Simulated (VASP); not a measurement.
Band structure of RhN (relaxed from the CsCl type structure, space group Pm-3m). Level of theory: PBEsol GGA, VASP's PBE PAW potentials (set 64) (plane waves; VASP 6.6.1).

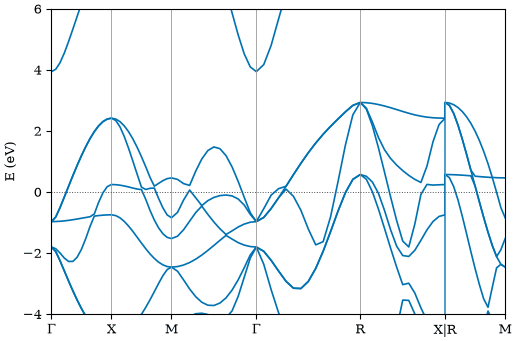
Figure. Bands along high-symmetry lines, zero at the valence-band maximum or, without a gap, the Fermi level

Question: Read the plot: is there a gap, and where are the band edges?

Answer: It has no gap at this level: it comes out as a metal or semimetal. (Edges off the drawn lines would not show.)

The structure was generated: RhN was put into the CsCl type type (Pm-3m), which need not be its known phase. It was relaxed first, which changed the volume by -10 %.
